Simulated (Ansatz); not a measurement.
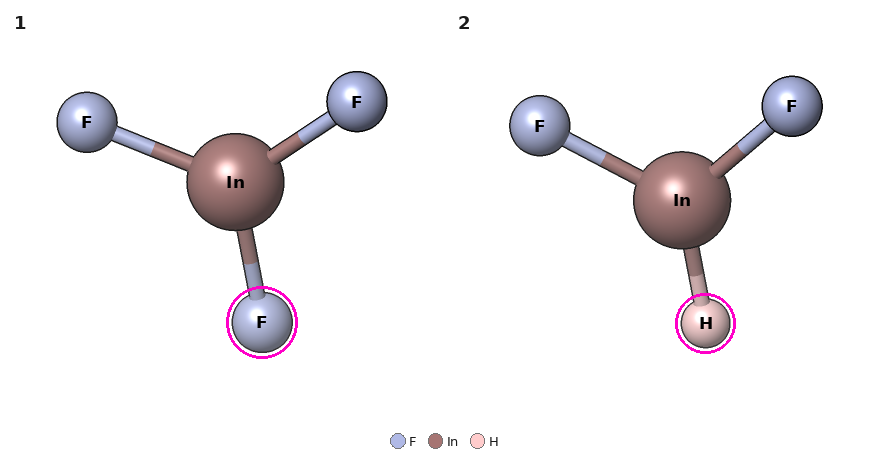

2 molecules with one skeleton, seen from the same side and at one scale; the atom that differs is circled. Charge 0, singlet. Computed geometries: PBE0-D4/def2-TZVP optimisations, one conformation each. Properties computed with Ansatz 0.2.0. Elements past Kr carry core potentials.

One atom differs, called X below: F in panel 1, H in panel 2. Their formulas are InF3 (`[F][In]([F])[F]`), F2HIn (`[F][InH][F]`).

### In which is the harmonic zero-point energy higher (PBE0-D4/def2-TZVP)?

In panel 2 (X = H).

### In which is the mean angle X–In–F larger (PBE0-D4/def2-TZVP)?

In panel 2 (X = H).

Give the values. With PBE0-D4/def2-TZVP: length of X–In (Å), mean angle X–In–F (°), harmonic zero-point energy (kJ/mol). With ωB97M-V/def2-QZVPP: HOMO energy (Kohn–Sham orbital) (eV), HOMO–LUMO gap (eV). With r2SCAN-D4/def2-TZVPP: dipole moment (D), vertical ionisation energy (eV).

```json
{"quantity": "length of X–In (Å)", "1 (F)": "1.918", "2 (H)": "1.681", "2 − 1": "−0.237"}
{"quantity": "mean angle X–In–F (°)", "1 (F)": "120.0", "2 (H)": "126.6", "2 − 1": "+6.6"}
{"quantity": "HOMO energy (Kohn–Sham orbital) (eV)", "1 (F)": "−13.68", "2 (H)": "−12.35", "2 − 1": "+1.33"}
{"quantity": "HOMO–LUMO gap (eV)", "1 (F)": "12.18", "2 (H)": "12.01", "2 − 1": "−0.17"}
{"quantity": "dipole moment (D)", "1 (F)": "0.00", "2 (H)": "3.44", "2 − 1": "+3.44"}
{"quantity": "vertical ionisation energy (eV)", "1 (F)": "13.04", "2 (H)": "12.02", "2 − 1": "−1.02"}
{"quantity": "harmonic zero-point energy (kJ/mol)", "1 (F)": "13.6", "2 (H)": "24.6", "2 − 1": "+11.0"}
```
